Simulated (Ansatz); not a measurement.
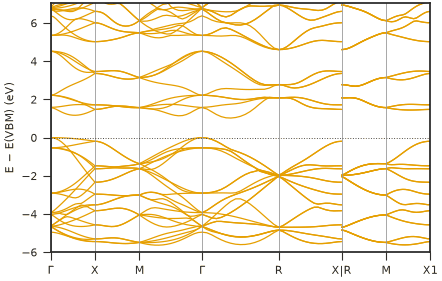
Figure. Band structure from the program Ansatz at the r²SCAN level (PAW)

Read off the gap and where the band edges lie.

About 1.0 eV (1.02 eV by a search for the band edges); maximum at Γ, minimum on the Γ–R line, 36 % of the way from Γ.

The material is CdSe2 in space group Pa-3 (No. 205; Cd on 4a, Se on 8c).

The workflow started from a Materials Project entry (that database holds measured and hypothetical structures alike); the Crystallography Open Database copy checked does not list it. Whether it is the stable phase at ambient conditions was not checked. Symmetry was held in the r²SCAN relaxation; whether a distortion lowers the energy is not shown. Spin–orbit coupling is left out wherever it is not named.

Potentials: the later of the program's two PAW sets.
